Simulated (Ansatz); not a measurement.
# bond stretched by 1.5 Å, between Au atomic chains under bias

Wanted: I(V), the voltage drop and T(E, V).

Method: DFT PBE, plane waves, PAW; current against voltage, self-consistent under bias, in Ansatz 0.2.0.

## Step 1: Set-up

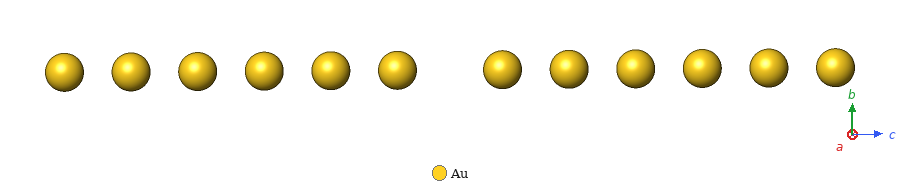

The starting structure, seen in part (gold yellow). Drawn is a stretch of 30 Å of the 82 Å that the atoms span along c, seen along the normal of the bc plane.

The cell holds 32 atoms: 32 Au. Its edges and angles: a = 6.000 Å, b = 6.000 Å, c = 96.100 Å, α = 90.0°, β = 90.0°, γ = 90.0°. Electrodes: Au atomic chain; the apex atoms were set 4.100 Å apart. Regions: lower lead, 16 atoms (16 Au); upper lead, 16 atoms (16 Au). Vacuum lies along a, b and c.

## Step 2: Current against voltage

Vacuum beyond both ends lets the two leads hold different Fermi levels, and the density is solved anew at each bias. Each lead has 16 atoms, since a wire screens slowly.

Input file input.yaml:

```yaml
crystal:
  lattice:
    - [6.0, 0.0, 0.0]
    - [0.0, 6.0, 0.0]
    - [0.0, 0.0, 96.1]
  atoms:
    - { symbol: Au, position: [0.5, 0.5, 0.0] }
    - { symbol: Au, position: [0.5, 0.5, 0.027055151] }
    - { symbol: Au, position: [0.5, 0.5, 0.054110302] }
    - { symbol: Au, position: [0.5, 0.5, 0.081165453] }
    - { symbol: Au, position: [0.5, 0.5, 0.108220604] }
    - { symbol: Au, position: [0.5, 0.5, 0.135275754] }
    - { symbol: Au, position: [0.5, 0.5, 0.162330905] }
    - { symbol: Au, position: [0.5, 0.5, 0.189386056] }
    - { symbol: Au, position: [0.5, 0.5, 0.216441207] }
    - { symbol: Au, position: [0.5, 0.5, 0.243496358] }
    - { symbol: Au, position: [0.5, 0.5, 0.270551509] }
    - { symbol: Au, position: [0.5, 0.5, 0.29760666] }
    - { symbol: Au, position: [0.5, 0.5, 0.324661811] }
    - { symbol: Au, position: [0.5, 0.5, 0.351716961] }
    - { symbol: Au, position: [0.5, 0.5, 0.378772112] }
    - { symbol: Au, position: [0.5, 0.5, 0.405827263] }
    - { symbol: Au, position: [0.5, 0.5, 0.448491155] }
    - { symbol: Au, position: [0.5, 0.5, 0.475546306] }
    - { symbol: Au, position: [0.5, 0.5, 0.502601457] }
    - { symbol: Au, position: [0.5, 0.5, 0.529656608] }
    - { symbol: Au, position: [0.5, 0.5, 0.556711759] }
    - { symbol: Au, position: [0.5, 0.5, 0.583766909] }
    - { symbol: Au, position: [0.5, 0.5, 0.61082206] }
    - { symbol: Au, position: [0.5, 0.5, 0.637877211] }
    - { symbol: Au, position: [0.5, 0.5, 0.664932362] }
    - { symbol: Au, position: [0.5, 0.5, 0.691987513] }
    - { symbol: Au, position: [0.5, 0.5, 0.719042664] }
    - { symbol: Au, position: [0.5, 0.5, 0.746097815] }
    - { symbol: Au, position: [0.5, 0.5, 0.773152966] }
    - { symbol: Au, position: [0.5, 0.5, 0.800208117] }
    - { symbol: Au, position: [0.5, 0.5, 0.827263267] }
    - { symbol: Au, position: [0.5, 0.5, 0.854318418] }
kpoints:
  mp_grid: { grid: [1, 1, 1] }
scf:
  occupations: { method: fermi_dirac, width: 0.1 }
hamiltonian:
  xc: pbe
output:
  current_voltage:
    leads: [[9, 10], [21, 22]]
    bias: [0.3, 0.6, 1.0, 1.5]
    electrode_ends: [15, 16]
    kmesh: [1, 1]
  write_potential: true
  write_density: true
  volumetric_format: npy
basis:
  ecutwfc: "340 eV"
```

On the command line:

```console
$ ansatz run input.yaml --threads 4 --pin off --max-ram 16384MiB --backend cpu --events-out ev --progress --plain --runs-dir out
```

Numbers of over 12 decimals in the logs are rounded to 6 here.

The log of the run:

```text
Warning: basis.ecutwfc = 340 eV is below the records' recommended 420 eV, and the density's cutoff is lower with it unless basis.ecutrho_ratio is high enough to keep the records' density cutoff: compare with a run at a higher cutoff
Engine: ansatz 0.2.0, x86_64-unknown-linux-gnu
Pseudopotentials: kind: paw
Pseudopotential: Au, paw, valence charge 19, recommended cutoff 420 eV (normal), Au.paw.azcp
Functional definition: PBE
  parameter kappa = 0.804
  parameter beta = 0.066725
  exchange = pbe_x(kappa = kappa, mu = beta*pi^2/3)
  correlation = pbe_c(beta = beta)
Crystal: 32 atoms, lattice volume = 3459.600 Å³
Basis set: ecut = 340 eV, 49013 PW (Γ)
Bands: 365, of which v1, the nominal top of the filled ones, is band 304 counted from 1 (303 counted from 0)
Symmetry: 16 space group operations
Space group: P4/mmm (ITA 123), of the structure as read, at distance tolerance 1.5e-4 Å
k-points: 1
Non-local potential: Au, projectors of the file, l = 0: 3, l = 1: 2, l = 2: 2, l = 3: 1
PAW form: soft (Blöchl's): semilocal exchange-correlation on the pseudo side does not see the compensation charge
PAW one-centre angular grid: Au, 590 points (default); XC on 64 Gauss nodes
Initial density: superposition of atomic densities (neutral atoms: chi_scale 0, normalization atom), corrected by the library's trained network
Initial wavefunctions: pseudopotential atomic-orbital guess
Functional: x = pbe(κ = 0.804, μ = 0.219515), c = pbe(β = 0.066725)
SCF iter   1: F=—  HF=-420733.375769 eV  |F-HF|=—  |Δ(HF+E_count)|=         —  Δρ=2.63e-3  dr2=3.31e0  ethr=1.77e-3  ⟨swp⟩=7.0  Hψ=1530  notcnv=0  defer=1
preconditioner: auto → LDOS  [insulator: Δε(μ)=0.284 eV  Ē_g=6.379 eV  σ=0.100 eV  W_gap=0.58  n_scr=446 (ndim 8)  ℏωp=11.8 eV  f_vac=0.652  D(μ)=40.12/eV (n_scr^D=168)  ε∞_Penn≈4.4  β→1.0]
SCF iter   2: F=—  HF=-420733.350573 eV  |F-HF|=—  |Δ(HF+E_count)|=   2.52e-2  Δρ=1.42e-3  dr2=2.07e-1  ethr=5.44e-4  ⟨swp⟩=2.0  Hψ=427  notcnv=0  defer=40
SCF iter   3: F=—  HF=-420733.351971 eV  |F-HF|=—  |Δ(HF+E_count)|=   1.40e-3  Δρ=1.16e-3  dr2=1.11e-1  ethr=3.40e-5  ⟨swp⟩=2.0  Hψ=530  notcnv=0  defer=40
SCF iter   4: F=—  HF=-420733.332255 eV  |F-HF|=—  |Δ(HF+E_count)|=   1.97e-2  Δρ=3.55e-4  dr2=1.93e-2  ethr=1.82e-5  ⟨swp⟩=2.0  Hψ=515  notcnv=0  defer=40
SCF iter   5: F=—  HF=-420733.331718 eV  |F-HF|=—  |Δ(HF+E_count)|=   5.37e-4  Δρ=2.16e-4  dr2=4.23e-3  ethr=3.17e-6  ⟨swp⟩=2.0  Hψ=496  notcnv=0  defer=40
SCF iter   6: F=—  HF=-420733.331593 eV  |F-HF|=—  |Δ(HF+E_count)|=   1.25e-4  Δρ=8.80e-5  dr2=7.06e-4  ethr=6.96e-7  ⟨swp⟩=2.0  Hψ=495  notcnv=0  defer=40
SCF iter   7: F=—  HF=-420733.331685 eV  |F-HF|=—  |Δ(HF+E_count)|=   9.25e-5  Δρ=4.85e-5  dr2=2.07e-4  ethr=1.16e-7  ⟨swp⟩=2.0  Hψ=495  notcnv=0  defer=40
SCF iter   8: F=—  HF=-420733.331696 eV  |F-HF|=—  |Δ(HF+E_count)|=   1.13e-5  Δρ=2.66e-5  dr2=5.41e-5  ethr=3.41e-8  ⟨swp⟩=2.0  Hψ=497  notcnv=0  defer=40
SCF iter   9: F=—  HF=-420733.331308 eV  |F-HF|=—  |Δ(HF+E_count)|=   3.89e-4  Δρ=1.12e-5  dr2=1.17e-5  ethr=8.90e-9  ⟨swp⟩=2.0  Hψ=543  notcnv=0  defer=32
SCF iter  10: F=—  HF=-420733.331309 eV  |F-HF|=—  |Δ(HF+E_count)|=   1.93e-6  Δρ=5.21e-6  dr2=3.27e-6  ethr=1.92e-9  ⟨swp⟩=2.0  Hψ=497  notcnv=0  defer=32
SCF iter  11: F=—  HF=-420733.331310 eV  |F-HF|=—  |Δ(HF+E_count)|=   5.34e-7  Δρ=2.35e-6  dr2=6.90e-7  ethr=5.37e-10  ⟨swp⟩=2.0  Hψ=497  notcnv=0  defer=32
SCF iter  12: F=—  HF=-420733.331310 eV  |F-HF|=—  |Δ(HF+E_count)|=   1.14e-7  Δρ=1.02e-6  dr2=1.39e-7  ethr=1.14e-10  ⟨swp⟩=2.0  Hψ=494  notcnv=0  defer=32
SCF iter  13: F=-420733.331310 eV  HF=-420733.331310 eV  |F-HF|=4.95e-9  |Δ(HF+E_count)|=   1.19e-7  Δρ=4.40e-7  dr2=2.73e-8  ethr=1.64e-11  ⟨swp⟩=17.0  Hψ=1998  notcnv=0
smearing: bands 300 to 304 share 8.018 electrons (they would hold 8.000 with every lower band full and every higher one empty; bands counted from 0; each is filled to between 0.7998 and 0.8037 of a full level; at each k-point the levels lie within 2.5e-3 eV, against a smearing width of 0.1000 eV). The entropy term TS of this state is 1.4762 eV
SCF 1 converged in 13 iterations: F = -420733.331310 eV  dr2 = 2.73e-8
  greatest PAW one-centre occupation: 1.001 electrons in one spin orbital (limit 2), on the Au atom at site 30 (counted from 0), in its partial waves of l = 0
bias +0 V, iteration  1: dr2 5.33e1 eV, mean Fermi level -2.3743 eV
bias +0 V, iteration  2: dr2 1.09e1 eV, mean Fermi level -2.4167 eV
bias +0 V, iteration  3: dr2 2.03e-1 eV, mean Fermi level -2.3795 eV
bias +0 V, iteration  4: dr2 4.91e-1 eV, mean Fermi level -2.3917 eV
bias +0 V, iteration  5: dr2 1.51e0 eV, mean Fermi level -2.3999 eV
bias +0 V, iteration  6: dr2 2.28e-1 eV, mean Fermi level -2.3916 eV
bias +0 V, iteration  7: dr2 6.50e-3 eV, mean Fermi level -2.3949 eV
bias +0 V, iteration  8: dr2 1.14e-2 eV, mean Fermi level -2.3947 eV
bias +0 V, iteration  9: dr2 8.39e-3 eV, mean Fermi level -2.3961 eV
bias +0 V, iteration 10: dr2 7.18e-4 eV, mean Fermi level -2.3951 eV
bias +0 V, iteration 11: dr2 4.01e-4 eV, mean Fermi level -2.3954 eV
bias +0 V, iteration 12: dr2 1.63e-4 eV, mean Fermi level -2.3955 eV
bias +0 V, iteration 13: dr2 9.77e-5 eV, mean Fermi level -2.3955 eV
bias +0 V, iteration 14: dr2 2.98e-5 eV, mean Fermi level -2.3956 eV
bias +0 V, iteration 15: dr2 8.10e-6 eV, mean Fermi level -2.3956 eV
bias +0 V, iteration 16: dr2 2.20e-6 eV, mean Fermi level -2.3956 eV
bias +0 V, iteration 17: dr2 6.23e-7 eV, mean Fermi level -2.3956 eV
bias +0 V, iteration 18: dr2 1.67e-7 eV, mean Fermi level -2.3956 eV
bias +0 V, iteration 19: dr2 9.38e-8 eV, mean Fermi level -2.3956 eV
bias +0.3 V, iteration  1: dr2 1.60e2 eV, mean Fermi level -2.3094 eV
bias +0.3 V, iteration  2: dr2 7.81e0 eV, mean Fermi level -2.4042 eV
bias +0.3 V, iteration  3: dr2 6.80e0 eV, mean Fermi level -2.3991 eV
bias +0.3 V, iteration  4: dr2 3.48e0 eV, mean Fermi level -2.4053 eV
bias +0.3 V, iteration  5: dr2 2.30e0 eV, mean Fermi level -2.4042 eV
bias +0.3 V, iteration  6: dr2 4.35e-1 eV, mean Fermi level -2.4001 eV
bias +0.3 V, iteration  7: dr2 4.25e-2 eV, mean Fermi level -2.3977 eV
bias +0.3 V, iteration  8: dr2 3.64e-2 eV, mean Fermi level -2.3954 eV
bias +0.3 V, iteration  9: dr2 3.71e-3 eV, mean Fermi level -2.3924 eV
bias +0.3 V, iteration 10: dr2 3.94e-3 eV, mean Fermi level -2.3942 eV
bias +0.3 V, iteration 11: dr2 7.92e-4 eV, mean Fermi level -2.3938 eV
bias +0.3 V, iteration 12: dr2 2.00e-3 eV, mean Fermi level -2.3933 eV
bias +0.3 V, iteration 13: dr2 5.40e-4 eV, mean Fermi level -2.3940 eV
bias +0.3 V, iteration 14: dr2 4.72e-4 eV, mean Fermi level -2.3940 eV
bias +0.3 V, iteration 15: dr2 1.85e-4 eV, mean Fermi level -2.3940 eV
bias +0.3 V, iteration 16: dr2 1.46e-4 eV, mean Fermi level -2.3940 eV
bias +0.3 V, iteration 17: dr2 4.77e-5 eV, mean Fermi level -2.3940 eV
bias +0.3 V, iteration 18: dr2 5.11e-5 eV, mean Fermi level -2.3941 eV
bias +0.3 V, iteration 19: dr2 4.87e-5 eV, mean Fermi level -2.3941 eV
bias +0.3 V, iteration 20: dr2 1.43e-5 eV, mean Fermi level -2.3941 eV
bias +0.3 V, iteration 21: dr2 1.11e-5 eV, mean Fermi level -2.3941 eV
bias +0.3 V, iteration 22: dr2 4.06e-6 eV, mean Fermi level -2.3941 eV
bias +0.3 V, iteration 23: dr2 3.53e-6 eV, mean Fermi level -2.3941 eV
bias +0.3 V, iteration 24: dr2 1.94e-6 eV, mean Fermi level -2.3941 eV
bias +0.3 V, iteration 25: dr2 6.92e-7 eV, mean Fermi level -2.3941 eV
bias +0.3 V, iteration 26: dr2 1.71e-7 eV, mean Fermi level -2.3941 eV
bias +0.3 V, iteration 27: dr2 3.10e-7 eV, mean Fermi level -2.3941 eV
bias +0.3 V, iteration 28: dr2 1.23e-7 eV, mean Fermi level -2.3941 eV
bias +0.3 V, iteration 29: dr2 7.48e-8 eV, mean Fermi level -2.3941 eV
bias +0.6 V, iteration  1: dr2 4.92e-2 eV, mean Fermi level -2.3899 eV
bias +0.6 V, iteration  2: dr2 1.26e-1 eV, mean Fermi level -2.3908 eV
bias +0.6 V, iteration  3: dr2 2.59e-1 eV, mean Fermi level -2.3867 eV
bias +0.6 V, iteration  4: dr2 4.76e-3 eV, mean Fermi level -2.3885 eV
bias +0.6 V, iteration  5: dr2 3.66e-3 eV, mean Fermi level -2.3881 eV
bias +0.6 V, iteration  6: dr2 5.84e-3 eV, mean Fermi level -2.3894 eV
bias +0.6 V, iteration  7: dr2 1.71e-3 eV, mean Fermi level -2.3896 eV
bias +0.6 V, iteration  8: dr2 5.66e-4 eV, mean Fermi level -2.3891 eV
bias +0.6 V, iteration  9: dr2 1.07e-3 eV, mean Fermi level -2.3890 eV
bias +0.6 V, iteration 10: dr2 1.14e-3 eV, mean Fermi level -2.3893 eV
bias +0.6 V, iteration 11: dr2 1.99e-4 eV, mean Fermi level -2.3894 eV
bias +0.6 V, iteration 12: dr2 1.27e-4 eV, mean Fermi level -2.3892 eV
bias +0.6 V, iteration 13: dr2 1.82e-4 eV, mean Fermi level -2.3893 eV
bias +0.6 V, iteration 14: dr2 2.96e-5 eV, mean Fermi level -2.3893 eV
bias +0.6 V, iteration 15: dr2 4.51e-5 eV, mean Fermi level -2.3893 eV
bias +0.6 V, iteration 16: dr2 8.42e-6 eV, mean Fermi level -2.3893 eV
bias +0.6 V, iteration 17: dr2 2.58e-5 eV, mean Fermi level -2.3893 eV
bias +0.6 V, iteration 18: dr2 3.93e-6 eV, mean Fermi level -2.3893 eV
bias +0.6 V, iteration 19: dr2 9.48e-6 eV, mean Fermi level -2.3893 eV
bias +0.6 V, iteration 20: dr2 7.76e-6 eV, mean Fermi level -2.3893 eV
bias +0.6 V, iteration 21: dr2 2.08e-6 eV, mean Fermi level -2.3893 eV
bias +0.6 V, iteration 22: dr2 3.85e-6 eV, mean Fermi level -2.3893 eV
bias +0.6 V, iteration 23: dr2 3.07e-6 eV, mean Fermi level -2.3893 eV
bias +0.6 V, iteration 24: dr2 1.06e-6 eV, mean Fermi level -2.3893 eV
bias +0.6 V, iteration 25: dr2 7.23e-7 eV, mean Fermi level -2.3893 eV
bias +0.6 V, iteration 26: dr2 6.40e-7 eV, mean Fermi level -2.3893 eV
bias +0.6 V, iteration 27: dr2 1.39e-7 eV, mean Fermi level -2.3893 eV
bias +0.6 V, iteration 28: dr2 1.04e-7 eV, mean Fermi level -2.3893 eV
bias +0.6 V, iteration 29: dr2 4.61e-8 eV, mean Fermi level -2.3893 eV
bias +1 V, iteration  1: dr2 1.37e-1 eV, mean Fermi level -2.3806 eV
bias +1 V, iteration  2: dr2 1.91e-1 eV, mean Fermi level -2.3816 eV
bias +1 V, iteration  3: dr2 8.05e-1 eV, mean Fermi level -2.3739 eV
bias +1 V, iteration  4: dr2 6.62e-2 eV, mean Fermi level -2.3769 eV
bias +1 V, iteration  5: dr2 1.70e-1 eV, mean Fermi level -2.3752 eV
bias +1 V, iteration  6: dr2 4.74e-2 eV, mean Fermi level -2.3789 eV
bias +1 V, iteration  7: dr2 2.11e-2 eV, mean Fermi level -2.3801 eV
bias +1 V, iteration  8: dr2 4.08e-2 eV, mean Fermi level -2.3772 eV
bias +1 V, iteration  9: dr2 6.73e-3 eV, mean Fermi level -2.3782 eV
bias +1 V, iteration 10: dr2 1.42e-2 eV, mean Fermi level -2.3778 eV
bias +1 V, iteration 11: dr2 2.98e-3 eV, mean Fermi level -2.3784 eV
bias +1 V, iteration 12: dr2 2.29e-3 eV, mean Fermi level -2.3786 eV
bias +1 V, iteration 13: dr2 9.55e-3 eV, mean Fermi level -2.3778 eV
bias +1 V, iteration 14: dr2 3.06e-3 eV, mean Fermi level -2.3781 eV
bias +1 V, iteration 15: dr2 1.66e-3 eV, mean Fermi level -2.3780 eV
bias +1 V, iteration 16: dr2 6.05e-4 eV, mean Fermi level -2.3779 eV
bias +1 V, iteration 17: dr2 8.24e-4 eV, mean Fermi level -2.3778 eV
bias +1 V, iteration 18: dr2 6.60e-4 eV, mean Fermi level -2.3779 eV
bias +1 V, iteration 19: dr2 1.07e-4 eV, mean Fermi level -2.3779 eV
bias +1 V, iteration 20: dr2 2.51e-5 eV, mean Fermi level -2.3779 eV
bias +1 V, iteration 21: dr2 2.52e-4 eV, mean Fermi level -2.3778 eV
bias +1 V, iteration 22: dr2 1.12e-5 eV, mean Fermi level -2.3779 eV
bias +1 V, iteration 23: dr2 3.19e-5 eV, mean Fermi level -2.3780 eV
bias +1 V, iteration 24: dr2 1.10e-5 eV, mean Fermi level -2.3779 eV
bias +1 V, iteration 25: dr2 3.63e-5 eV, mean Fermi level -2.3779 eV
bias +1 V, iteration 26: dr2 3.03e-6 eV, mean Fermi level -2.3779 eV
bias +1 V, iteration 27: dr2 1.09e-5 eV, mean Fermi level -2.3780 eV
bias +1 V, iteration 28: dr2 5.21e-6 eV, mean Fermi level -2.3779 eV
bias +1 V, iteration 29: dr2 2.95e-6 eV, mean Fermi level -2.3779 eV
bias +1 V, iteration 30: dr2 1.52e-6 eV, mean Fermi level -2.3779 eV
bias +1 V, iteration 31: dr2 1.74e-6 eV, mean Fermi level -2.3779 eV
bias +1 V, iteration 32: dr2 1.02e-6 eV, mean Fermi level -2.3779 eV
bias +1 V, iteration 33: dr2 2.23e-7 eV, mean Fermi level -2.3779 eV
bias +1 V, iteration 34: dr2 3.76e-7 eV, mean Fermi level -2.3779 eV
bias +1 V, iteration 35: dr2 3.47e-7 eV, mean Fermi level -2.3779 eV
bias +1 V, iteration 36: dr2 1.24e-7 eV, mean Fermi level -2.3779 eV
bias +1 V, iteration 37: dr2 7.27e-8 eV, mean Fermi level -2.3779 eV
bias +1.5 V, iteration  1: dr2 3.24e-1 eV, mean Fermi level -2.3661 eV
bias +1.5 V, iteration  2: dr2 2.35e-1 eV, mean Fermi level -2.3701 eV
bias +1.5 V, iteration  3: dr2 2.58e0 eV, mean Fermi level -2.3555 eV
bias +1.5 V, iteration  4: dr2 8.04e-2 eV, mean Fermi level -2.3677 eV
bias +1.5 V, iteration  5: dr2 4.42e-2 eV, mean Fermi level -2.3661 eV
bias +1.5 V, iteration  6: dr2 3.99e-2 eV, mean Fermi level -2.3668 eV
bias +1.5 V, iteration  7: dr2 3.74e-2 eV, mean Fermi level -2.3673 eV
bias +1.5 V, iteration  8: dr2 1.35e-2 eV, mean Fermi level -2.3684 eV
bias +1.5 V, iteration  9: dr2 7.09e-3 eV, mean Fermi level -2.3687 eV
bias +1.5 V, iteration 10: dr2 4.59e-2 eV, mean Fermi level -2.3667 eV
bias +1.5 V, iteration 11: dr2 2.03e-3 eV, mean Fermi level -2.3682 eV
bias +1.5 V, iteration 12: dr2 7.55e-3 eV, mean Fermi level -2.3682 eV
bias +1.5 V, iteration 13: dr2 1.93e-3 eV, mean Fermi level -2.3686 eV
bias +1.5 V, iteration 14: dr2 2.59e-4 eV, mean Fermi level -2.3685 eV
bias +1.5 V, iteration 15: dr2 5.27e-4 eV, mean Fermi level -2.3684 eV
bias +1.5 V, iteration 16: dr2 5.07e-4 eV, mean Fermi level -2.3681 eV
bias +1.5 V, iteration 17: dr2 4.97e-4 eV, mean Fermi level -2.3681 eV
bias +1.5 V, iteration 18: dr2 2.87e-4 eV, mean Fermi level -2.3683 eV
bias +1.5 V, iteration 19: dr2 3.84e-4 eV, mean Fermi level -2.3683 eV
bias +1.5 V, iteration 20: dr2 1.40e-4 eV, mean Fermi level -2.3683 eV
bias +1.5 V, iteration 21: dr2 5.56e-4 eV, mean Fermi level -2.3683 eV
bias +1.5 V, iteration 22: dr2 7.49e-5 eV, mean Fermi level -2.3684 eV
bias +1.5 V, iteration 23: dr2 1.14e-4 eV, mean Fermi level -2.3685 eV
bias +1.5 V, iteration 24: dr2 2.57e-5 eV, mean Fermi level -2.3685 eV
bias +1.5 V, iteration 25: dr2 3.03e-5 eV, mean Fermi level -2.3686 eV
bias +1.5 V, iteration 26: dr2 3.77e-5 eV, mean Fermi level -2.3685 eV
bias +1.5 V, iteration 27: dr2 1.71e-5 eV, mean Fermi level -2.3686 eV
bias +1.5 V, iteration 28: dr2 2.06e-5 eV, mean Fermi level -2.3685 eV
bias +1.5 V, iteration 29: dr2 8.76e-6 eV, mean Fermi level -2.3685 eV
bias +1.5 V, iteration 30: dr2 5.10e-6 eV, mean Fermi level -2.3685 eV
bias +1.5 V, iteration 31: dr2 2.86e-6 eV, mean Fermi level -2.3685 eV
bias +1.5 V, iteration 32: dr2 3.31e-6 eV, mean Fermi level -2.3685 eV
bias +1.5 V, iteration 33: dr2 7.96e-6 eV, mean Fermi level -2.3686 eV
bias +1.5 V, iteration 34: dr2 8.83e-6 eV, mean Fermi level -2.3685 eV
bias +1.5 V, iteration 35: dr2 6.31e-6 eV, mean Fermi level -2.3685 eV
bias +1.5 V, iteration 36: dr2 6.60e-6 eV, mean Fermi level -2.3685 eV
bias +1.5 V, iteration 37: dr2 5.83e-6 eV, mean Fermi level -2.3685 eV
bias +1.5 V, iteration 38: dr2 2.03e-6 eV, mean Fermi level -2.3685 eV
bias +1.5 V, iteration 39: dr2 5.81e-7 eV, mean Fermi level -2.3685 eV
bias +1.5 V, iteration 40: dr2 2.28e-7 eV, mean Fermi level -2.3685 eV
bias +1.5 V, iteration 41: dr2 2.56e-7 eV, mean Fermi level -2.3685 eV
bias +1.5 V, iteration 42: dr2 3.70e-7 eV, mean Fermi level -2.3685 eV
bias +1.5 V, iteration 43: dr2 6.73e-8 eV, mean Fermi level -2.3685 eV
transmission: 8 of 52 steps passed
transmission: 11 of 52 steps passed
[...]
transmission: 53 of 53 steps passed
WARN: The output density's exchange-correlation potential varies sharply where the density is thin. Do not read a vacuum level from v_tot or v_xc, or from such a field of the output density. On a cell that repeats whose density bears no net charge and no dipole along the vacuum's axis use v_es (v_loc + v_h of the components); under efield.dipole_correction with no amplitude use v_es + v_field, which holds any externa [...]
SCF converged after 13 iterations
Free energy (F): -420733.331310 eV
Harris-Foulkes:  -420733.331310 eV  (|F-HF|=4.95e-9)
Internal energy: -420731.855075 eV  (E = F + TS)
E sigma→0 (E₀):  -420732.593193 eV
Entropy (-TS):   -1.476235 eV (-46.132 meV/atom)
Fermi energy:    -2.416704 eV
--- Per-component energies (eV) ---
  E_band       = -19015.408483
  E_kinetic    = 19374.612268
  E_local      = -339246.604818  (includes V_loc(G=0)·N_el)
  E_nonlocal   = 2397.746258
  E_hartree    = 159401.442067
  E_xc         = -7223.669224
  E_vxc        = -8698.342702  (∫ρ·V_xc dr)
  E_paw        = -310652.016742  (= ΣΔE_a)
  E_vpaw       = -11645.833271  (= ΣTr[D̂ρ^β])
  E_aug_tail   = 0.118838  (compensation charges beyond the density's cutoff)
  E_ewald      = 55216.516278
  E_smearing   = -1.476235  (= −TS)
  E_closure    = -0.000000  (closes the sum)
  Σ components = -420733.331310   (vs F -420733.331310, Δ=0.00e0)
--- Band table (eV) ---
  k-point 0: bands = [... 300 lower, -2.5577, -2.5577, -2.5559, -2.5559, -2.5552, -2.5048, -2.2368, -2.1647, ... 57 higher]
--- Current–voltage curve ---
  leads      : [9, 10] from 0.00 to 39.00 and [21, 22] from 43.10 to 82.10 Å, reservoirs outside 24.82 and 57.28
  electrodes : end at 39.00 and 43.10 Å
  density    : 401 bands, filled at a thermal energy of 2.585e-2 eV; current at 300 K
  bias (V)   current (A)   every other point   every other energy   edges, levels   drop (V)   electrons moved   misfit (meV)   iterations
        +0      0.0000e0                   -             0.0000e0        0.0000e0     +0.000            0.00e0           48.0   19
      +0.3     7.0678e-6                   -            7.0637e-6      3.0543e-10     +0.246           1.46e-2           56.7   29
      +0.6     1.2573e-5                   -            1.2573e-5       1.2356e-9     +0.506           3.05e-2           57.9   29
        +1     1.9547e-5                   -            1.9546e-5      9.3844e-10     +0.840           5.01e-2           82.6   37
      +1.5     2.4728e-5                   -            2.4744e-5      3.4892e-10     +1.308           7.69e-2           89.0   43
  At 0 V the conductance is 2.6298e-5 S, 7.3050e13 S/m².
```

Elapsed: 16 min, on 4 threads of AMD EPYC 9R14 (Zen 4), shared host; peak memory 4.9 GiB; 60 min of CPU time.

Numbers from this step:

```
conductance at zero bias    : 0.3394 G₀
current at the highest bias : 24.73 μA
largest misfit of the leads : 88.99 meV
```

Cell area 36.000 Å^2. Current through one cell against bias:

```
bias (V)  current through one cell (μA)
   0.000                              0
   0.300                           7.07
   0.600                           12.6
   1.000                           19.5
   1.500                           24.7
```

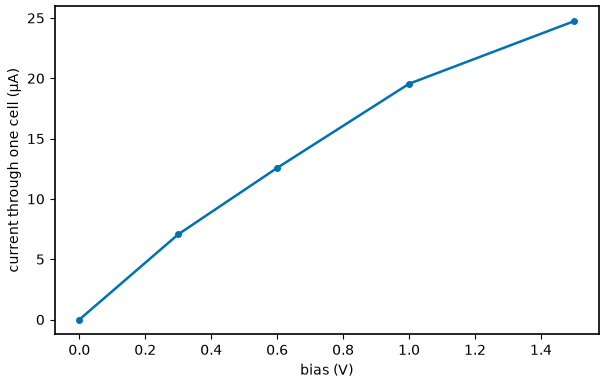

Current through one cell against bias.

(Continued in part 2 of 2.)

[Logs are printed without paths, hosts, clocks, repeated set-up lines and the standing remarks that a program may print on its own settings, such as how far it seeks lower states.]

[Hosts, paths, dates, database ids (printed as entryN), source tags and the programs' standing remarks are cut or masked in the printed files.]
